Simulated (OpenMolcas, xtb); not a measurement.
How methods differ on C2H3In (SMILES C#[C][InH2])

The species is C2H3In (6 atoms), meant as a singlet with charge 0. SMILES: `C#[C][InH2]`. Geometry: relaxed at PBE0-D4/def2-TZVP.

Each level gives the vertical energy of the triplet above the singlet (eV). The values are calculated.

```json
{"level": "GFN0-xTB", "kind": "semi-empirical", "program": "xtb", "value (eV)": "5.08", "CPU time (all runs)": "under 2 s"}
{"level": "HF/def2-SVPD (core potential)", "kind": "Hartree–Fock", "program": "OpenMolcas", "value (eV)": "4.28", "CPU time (all runs)": "26 s"}
{"level": "SVWN5/def2-SVPD (core potential)", "kind": "LDA", "program": "OpenMolcas", "value (eV)": "3.92", "CPU time (all runs)": "83 s"}
{"level": "BLYP/def2-SVPD (core potential)", "kind": "GGA", "program": "OpenMolcas", "value (eV)": "3.96", "CPU time (all runs)": "1.7 min"}
{"level": "M06-L/def2-SVPD (core potential)", "kind": "meta-GGA", "program": "OpenMolcas", "value (eV)": "4.35", "CPU time (all runs)": "2.6 min"}
{"level": "PBE0/def2-SVPD (core potential)", "kind": "global hybrid", "program": "OpenMolcas", "value (eV)": "4.32", "CPU time (all runs)": "99 s"}
```

Spin-orbit coupling, which can split open shells on such heavy atoms by tenths of an eV, is left out. The values span 3.92 to 5.08 eV. GFN0-xTB: no spin polarisation, so open shells miss the exchange term that lowers them. The upper state's dipole differs much between rows, so they may not all be the same state. Times are those of the runs behind each value, whatever else they computed, on shared processors of several kinds: orders of magnitude only.

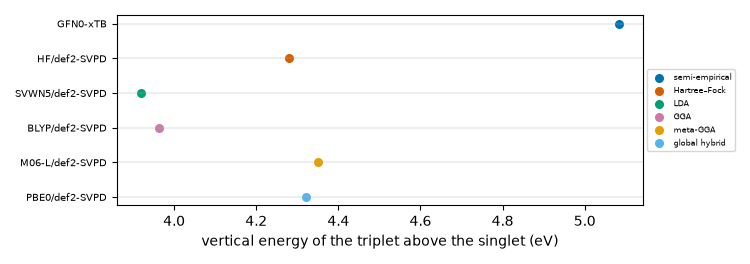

The values of the table, level by level.
